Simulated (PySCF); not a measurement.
## A study: CH₂OS₂, SMILES `S.O=C=S`

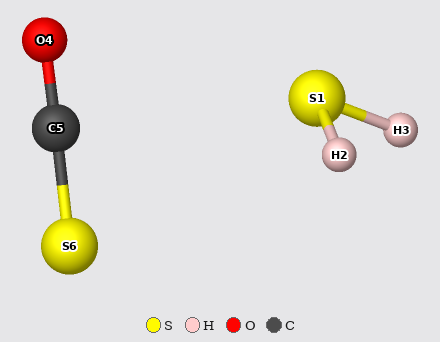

The molecule, with its atoms numbered as below.

Geometry (Å), atoms numbered from 1:

```
S1       2.2175   -0.0066   -0.0022
H2       2.5773   -0.8101    0.9903
H3       2.9355   -0.6873   -0.8858
O4      -1.0976    1.6980    0.0063
C5      -1.2763    0.5589   -0.0007
S6      -1.5346   -0.9584   -0.0072
```

### 1. Weak contacts

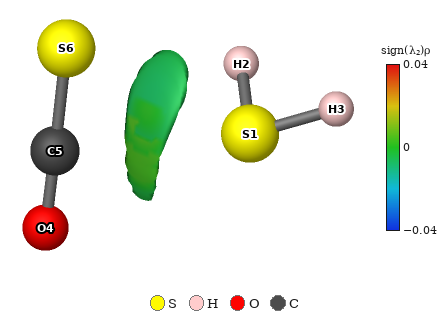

Non-covalent interaction surfaces between the fragments (reduced density gradient s = 0.6, coloured by sign(λ₂)ρ in a.u.; trimmed to the region between the fragments where ρ is under 0.06 a.u.). Fragment A: H2S (atoms 1–3); fragment B: CSO.

PySCF calculation, TPSS/def2-SVPD, gas phase; geometry: GFN2-xTB.

Question: Which interactions hold the two fragments together?

Answer: Bond critical points between the fragments: S1···S6, 3.87 Å, ρ = 0.006 a.u. It is weak and appears green (van der Waals range). The pose is a local one from a semi-empirical search, not shown to be the most stable.

Question: How strongly are they bound?

Answer: The counterpoise-corrected interaction energy of the frozen fragments is +0.8 kcal/mol without dispersion correction and −0.6 kcal/mol with D3(BJ). The pair geometry is semi-empirical, not a minimum at this level.

### 2. Binding density

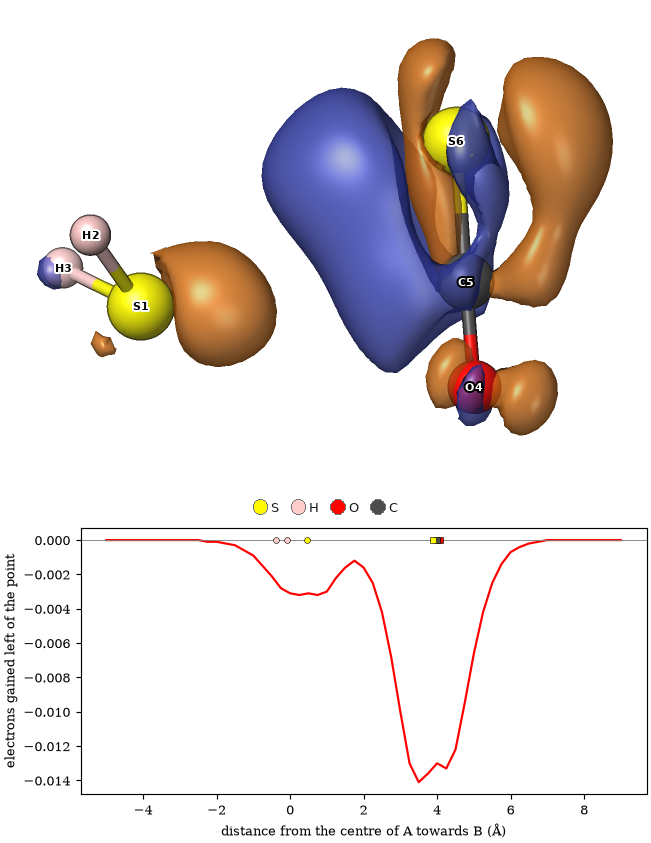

Density of the complex less the densities of the two fragments at the same geometry, ±0.001 e/Å³ (orange: gain, blue: loss). Fragment A: H2S (atoms 1–3); fragment B: CSO. Below: the charge-displacement curve along the line of centres (A on the left).

Question: How is the density rearranged on binding?

Answer: Hirshfeld charges show almost no net transfer (under 0.005 e). 0.02 e is displaced in all, which induces a dipole of 0.20 D.

### 3. Excited states

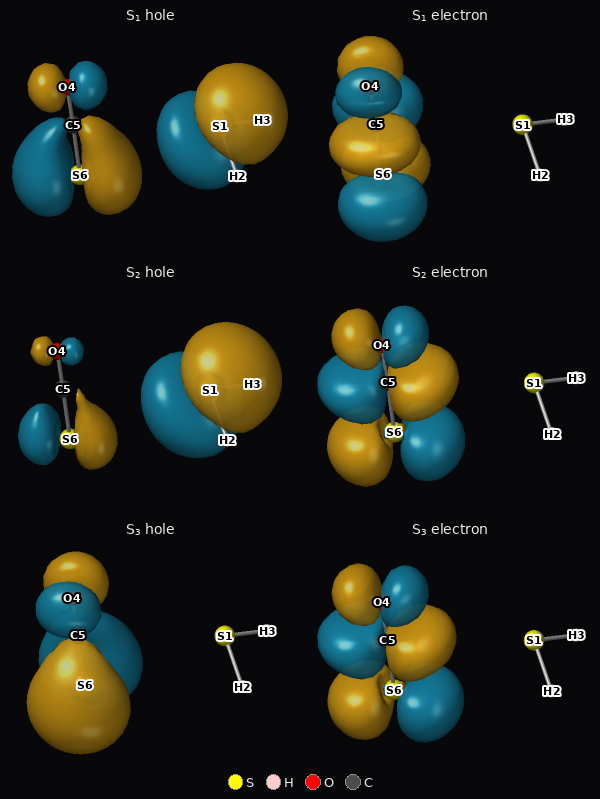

Leading natural transition orbitals (TDA singlet states).

PySCF calculation, B3LYP/def2-SVP, gas phase; geometry: GFN2-xTB. Without diffuse functions Rydberg states are missing, so the states' numbers hold for this basis only.

Question: Describe these excited states.

Answer: By state:
- S₁: 5.62 eV (221 nm), f = 0.000 (dark), charge transfer, whose energy this functional puts too low; the leading pair carries 96 %; hole on S1 (53 %), S6 (30 %) and O4 (7 %), electron on C5 (41 %), S6 (33 %) and O4 (25 %); their centroids lie 2.1 Å apart.
- S₂: 5.73 eV (216 nm), f = 0.003, charge transfer, whose energy this functional puts too low; the leading pair carries 93 %; hole on S1 (75 %) and S6 (13 %), electron on C5 (40 %), S6 (33 %) and O4 (25 %); their centroids lie 2.9 Å apart.
- S₃: 5.99 eV (207 nm), f = 0.000 (dark); the leading pair carries 70 %; hole on S6 (53 %), S1 (19 %) and O4 (17 %), electron on C5 (40 %), S6 (33 %) and O4 (25 %) (shares are of the whole state, not of the leading pair alone); their centroids lie 0.8 Å apart.

The PySCF runs shown took 44 s and 33 s on 1 thread of Arm Neoverse V2 (shared host).
